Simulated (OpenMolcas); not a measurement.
**Exact exchange and the electronic atomisation energy of C3H6O (allyl alcohol)**

The species is C3H6O (10 atoms), meant as a singlet with charge 0. As SMILES, `C=CCO`. The shape is that of a PBE0-D4/def2-TZVP optimisation. This is one conformer, not always the lowest.

The electronic atomisation energy y, in eV, basis cc-pVDZ; a is the functional's share of exact exchange. Programs: OpenMolcas 26.06.

| functional | program | a | y (eV) |
| --- | --- | --- | --- |
| revPBE | OpenMolcas | 0 | 40.42 |
| TPSS | OpenMolcas | 0 | 40.93 |
| B3LYP | OpenMolcas | 0.2 | 40.62 |
| PBE0 | OpenMolcas | 0.25 | ? |
| BHLYP | OpenMolcas | 0.5 | 39.37 |

Problem. Fit y = c + s·a to the known rows and predict PBE0.

Solution. 
1. Means of the 4 rows: a = 0.1750, y = 40.335.
2. Σ(Δa)² = 0.1675, Σ(Δa·Δy) = -0.4255, so the slope is -0.4255/0.1675 = -2.5403.
3. Intercept: 40.335 − (-2.5403) × 0.1750 = 40.780. The largest residual of the fit is 0.36.
4. PBE0: 40.780 + (-2.5403) × 0.25 = 40.14 eV.

The run gave 40.99 eV, so the prediction is off by -0.85 eV, more than the scatter of the fit. The rows mix families of semi-local functionals, which the line can't see.

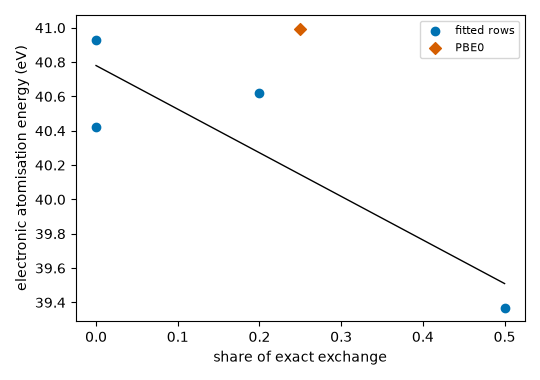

The fitted line, with the withheld row.
